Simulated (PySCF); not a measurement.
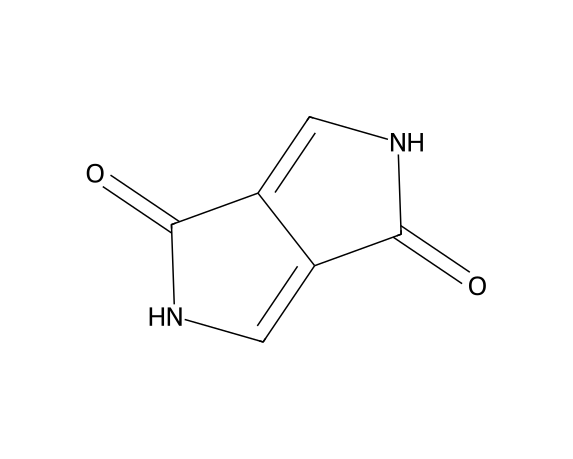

Transcribe the drawing into SMILES.

Answer. O=C1NC=C2C(=O)NC=C12

Give the formula, hydrogens included.

Answer. C6H4N2O2.

An optimisation with PBE0-D3(BJ)/def2-TZVP gave a structure of which point group?

Answer. C2h.

More results for the same structure follow; atom numbers are the same in all pictures, views and colours differ. The computed structure is the end point of a PBE0-D3(BJ)/def2-TZVP optimisation. No frequency run is at hand to confirm it as a minimum.

**Geometry**

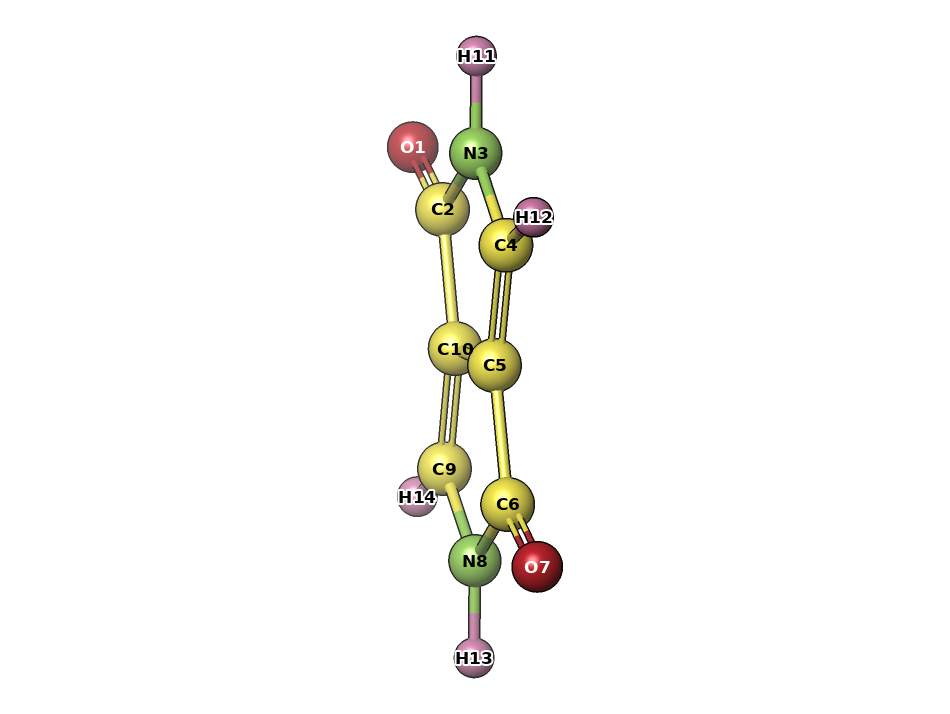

C10 lies behind C5. The molecule seen a little off the C5–C10 bond, C5 in front. Distant atoms are faded towards the background colour. No frequency run is at hand to confirm it as a minimum.

What is the torsion angle C4–C5–C10–C2? The sign is positive where the front bond must turn clockwise to cover the back bond.

Answer. 0°, synperiplanar (eclipsed).

**Bond orders**

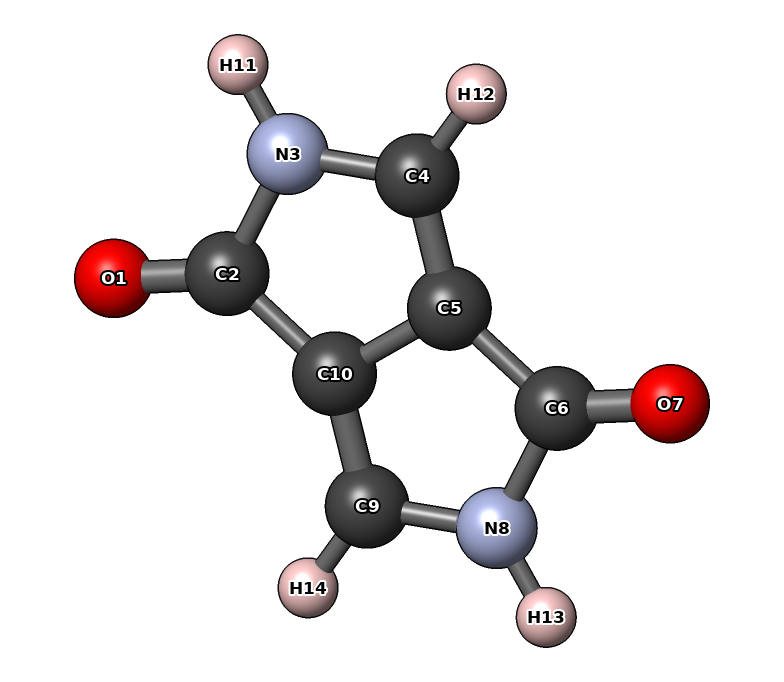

The thickness of each stick grows with its Mayer bond order. No frequency run is at hand to confirm it as a minimum. Method: PBE0/pcSseg-2 (PySCF 2.14.0).

Which bond has the highest Mayer bond order?

Answer. O1–C2 and C6–O7, 1.86, at a length of 1.206 Å.

List the Mayer bond orders of C2–C10, C5–C10, O1–C2, C2–N3, N3–C4, N3–H11, C4–C5, C4–H12 (one bond of each equivalent set).

```tsv
bond	Mayer order	length (Å)
C2–C10	1.06	1.457
C5–C10	1.11	1.435
O1–C2	1.86	1.206
C2–N3	1.11	1.422
N3–C4	1.23	1.369
N3–H11	0.97	1.005
C4–C5	1.61	1.357
C4–H12	0.99	1.081
```

**Electronic properties**

No frequency run is at hand to confirm it as a minimum. Properties computed with PBE0/pcSseg-2, gas phase (PySCF 2.14.0).

Computed properties:

- HOMO energy (Kohn–Sham orbital): −6.31 eV
- LUMO energy (Kohn–Sham orbital): −2.53 eV
- HOMO–LUMO gap: 3.77 eV

**Charges**

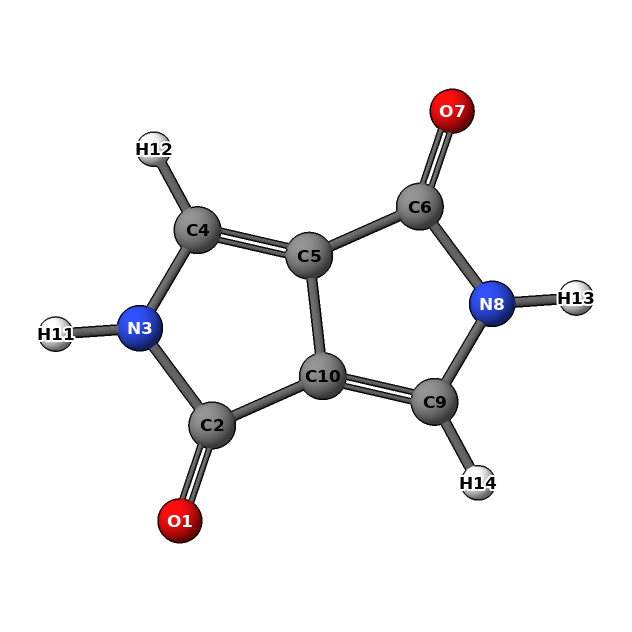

The questions are on Mulliken charges. No frequency run is at hand to confirm it as a minimum. Method: PBE0/pcSseg-2, gas phase (PySCF 2.14.0).

List the Mulliken charges.

```csv
atom,value (e)
O1,−0.41
C2,0.29
N3,−0.20
C4,0.05
C5,0.04
C6,0.29
O7,−0.41
N8,−0.20
C9,0.05
C10,0.04
H11,0.17
H12,0.06
H13,0.17
H14,0.06
```

**NMR shielding**

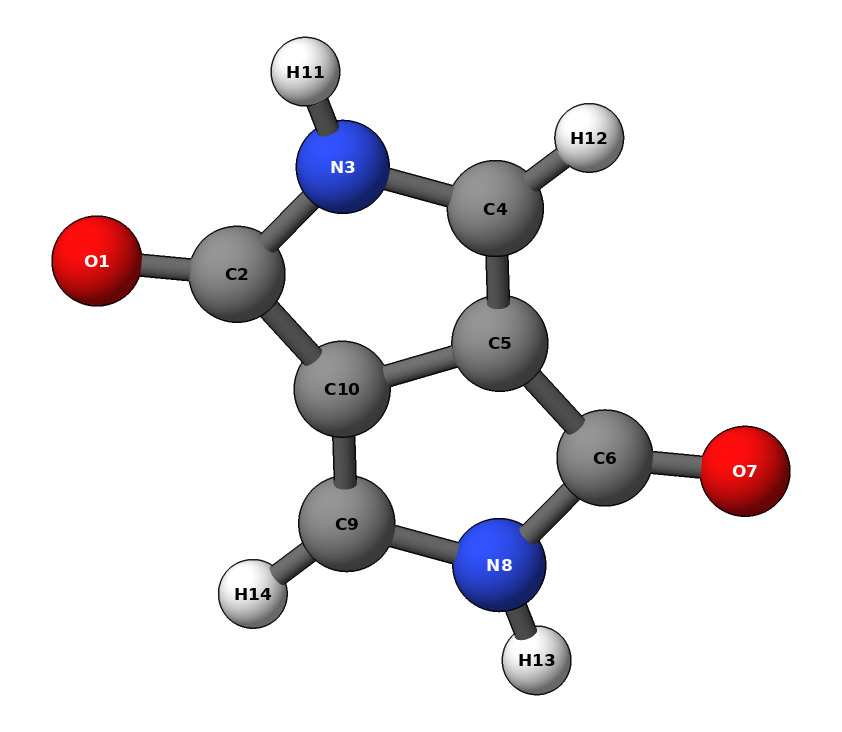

No frequency run is at hand to confirm it as a minimum. Level of theory: GIAO PBE0/pcSseg-2 NMR shielding, non-relativistic, gas phase (PySCF 2.14.0). Principal shieldings σ11 ≤ σ22 ≤ σ33, span Ω = σ33 − σ11, skew κ = 3(σiso − σ22)/Ω.

Give the shielding tensors of the O atoms.

```tsv
atom	σ11	σ22	σ33	σiso	Ω	κ
O1, O7	−413.6	−221.6	358.4	−92.3	772.1	0.50
```

Shieldings and span in ppm.

Mulliken values depend strongly on the basis set and can even reverse the polarity of a bond.
